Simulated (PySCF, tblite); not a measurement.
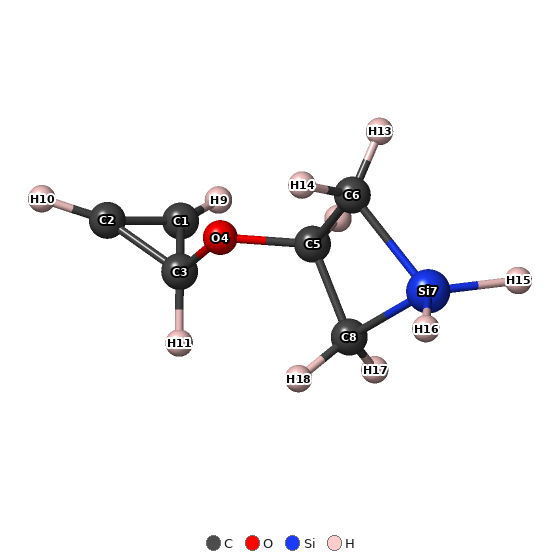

Geometry used (C₆H₁₀OSi, SMILES C1=CC1OC1C[SiH2]C1).

Kohn-Sham orbital energies near the frontier, B3LYP/def2-SVPD with PySCF 2.14.0, at a GFN2-xTB geometry (a minimum by its frequencies), isolated molecule; empty levels in grey, levels within 0.03 eV side by side.

Where do the frontier orbitals lie?

Answer. HOMO at −7.03 eV, LUMO at −0.42 eV, 6.61 eV apart.

On which atoms do HOMO and LUMO mostly sit?

Answer. HOMO: O4 51 %, C8 12 %, C5 9 %. LUMO: C2/C1 37 % each, H9/H10 8 % each (Löwdin shares).

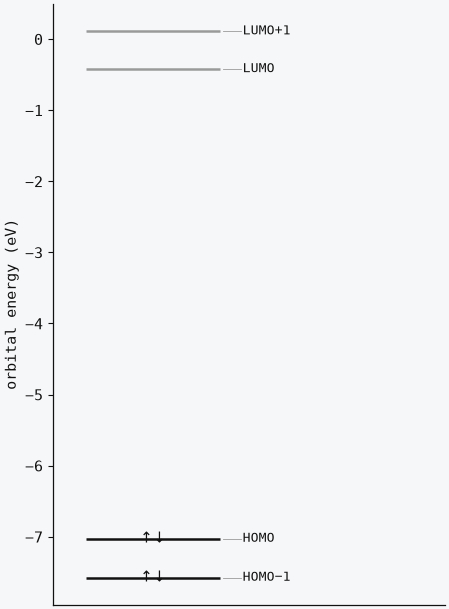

Note: the tight-binding geometry is rougher than a DFT one and adds to the error; one conformer of a flexible molecule; empty levels above zero depend strongly on the basis.
